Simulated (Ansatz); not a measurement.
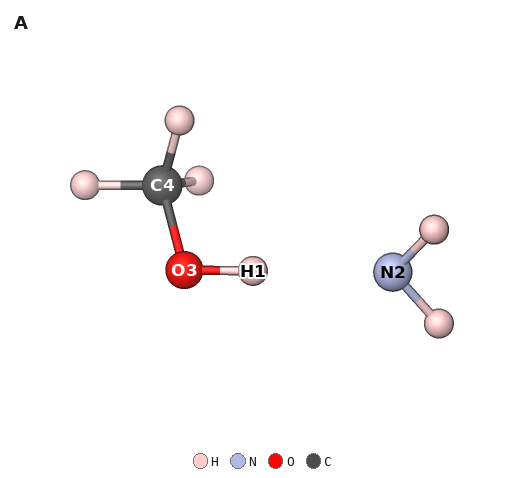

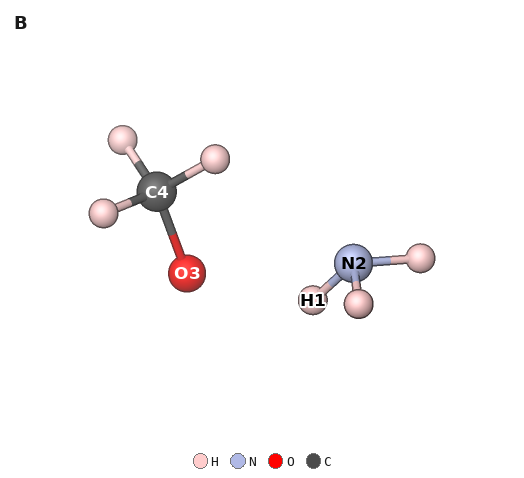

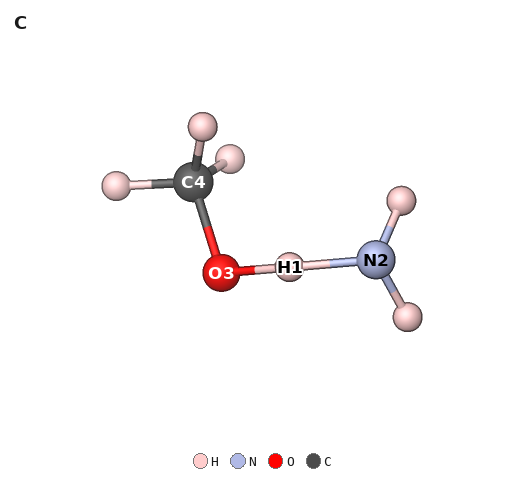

Three stationary points along one reaction path, in mixed order. Sticks follow a distance rule, so a partial bond may show as a full stick or not at all. The species is neutral and a spin doublet. Geometries: PBE0-D4/def2-TZVP; all other levels are single points on them, and energies count from the start as drawn. Program: Ansatz 0.2.0. In CBS estimates cores are frozen, and CCSD(T) − MP2 is taken in the smaller basis.

> Which panel shows the transition state?

C.

> Which bonds form and which break from B to A?

Formed: H1–O3; broken: H1–N2. At the saddle point H1···O3 is 1.17 Å, H1···N2 is 1.23 Å.

Give the electronic barrier and the reaction energy from B to A in eV (no zero-point energy) with CCSD(T)/CBS (MP2 limit from def2-TZVPP and def2-QZVPP plus CCSD(T) − MP2); SPW92 (LDA)/def2-TZVPP; direct RPA on PBE orbitals (frozen core)/def2-TZVPP; UHF-CCSD(T) (frozen core)/def2-TZVPP; UHF-MP2 (frozen core)/def2-QZVPP; B97M-V/def2-TZVPP.

```tsv
level	barrier	reaction energy
CCSD(T)/CBS (MP2 limit from def2-TZVPP and def2-QZVPP plus CCSD(T) − MP2)	0.612	−0.010
SPW92 (LDA)/def2-TZVPP	−0.120	+0.245
direct RPA on PBE orbitals (frozen core)/def2-TZVPP	0.409	+0.018
UHF-CCSD(T) (frozen core)/def2-TZVPP	0.627	0.000
UHF-MP2 (frozen core)/def2-QZVPP	0.541	−0.140
B97M-V/def2-TZVPP	0.475	+0.180
```

Where the saddle lies below an end point, that level has no barrier at this geometry, which was found with another level.
